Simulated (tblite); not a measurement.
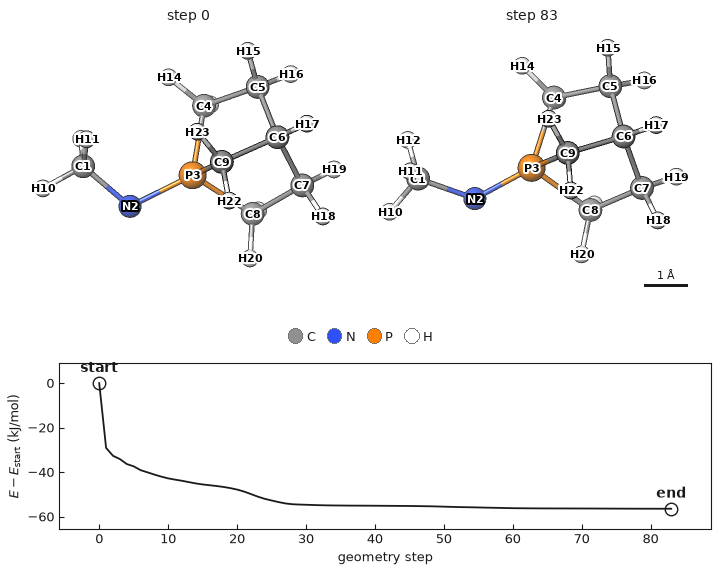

First and last geometry of a relaxation of C$_{7}$H$_{14}$NP, with the history of the run. The picture is a ball-and-stick view, seen face on.

Theory: tblite 0.8.0, GFN2-xTB geometry optimisation, gas phase. 

**What do the curves and the structures tell?**

It converged. After 83 geometry steps the energy has fallen by 56.5 kJ/mol. The largest move after the best rigid fit is that of an H atom, 0.90 Å. Largest moves by element: H 0.90 Å, C 0.35 Å, N 0.27 Å, P 0.21 Å. Near-neighbour distances that change, for instance: N–P 1.657 → 1.556 Å, C–P 1.776 → 1.864 Å, C–P 1.806 → 1.865 Å, C–P 1.788 → 1.824 Å. Bond angles that change, for instance: C–N–P 113.0° → 128.0°, N–P–C 115.7° → 130.0°, N–P–C 118.7° → 110.0°.

| step | E − E(0), kJ/mol |
| --- | --- |
| 0 | 0.00 |
| 1 | -29.13 |
| 2 | -32.66 |
| 3 | -34.15 |
| 4 | -36.37 |
| 5 | -37.41 |
| 6 | -39.11 |
| 7 | -40.10 |
| 8 | -41.11 |
| 9 | -42.02 |
| 10 | -42.82 |
| 14 | -45.08 |
| 18 | -46.65 |
| 22 | -49.85 |
| 25 | -52.74 |
| 29 | -54.57 |
| 33 | -54.94 |
| 37 | -55.06 |
| 41 | -55.13 |
| 45 | -55.22 |
| 48 | -55.36 |
| 52 | -55.69 |
| 56 | -55.95 |
| 60 | -56.21 |
| 64 | -56.30 |
| 68 | -56.33 |
| 71 | -56.36 |
| 75 | -56.41 |
| 79 | -56.44 |
| 83 | -56.45 |
